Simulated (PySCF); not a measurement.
SMILES N#C[SiH2][SiH2]C(=O)O at its GFN2-xTB optimised geometry (Å):

```
12

N     -0.7683    -4.3033    -2.0236
C     -0.1290    -3.5231    -1.4793
Si     0.8847    -2.2237    -0.5947
Si    -0.5731    -0.5280     0.0181
C      0.5102     1.0535     0.0000
O      1.7187     1.0535     0.0000
O     -0.2056     2.1778     0.0000
H      1.9235    -1.8786    -1.5694
H      1.4903    -2.9667     0.5181
H     -1.0764    -0.6238     1.3947
H     -1.7187    -0.2434    -0.8491
H      0.3659     2.9667     0.0037
```

Method: PBE0/def2-TZVP (PySCF). Cells within 0.4 Å of a nucleus heavier than hydrogen are left out (blank, or x).

Map of the deformation density (molecule minus spherical neutral atoms) (e/bohr³) on the plane z = 0.0 Å:

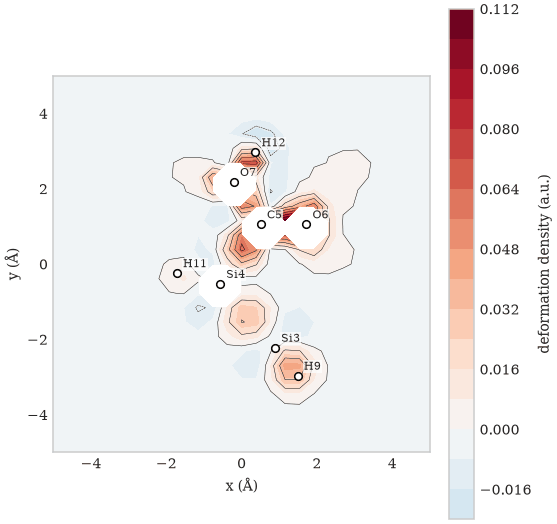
Figure. Deformation density (molecule minus spherical neutral atoms) (e/bohr³) on the plane z = 0.0 Å.
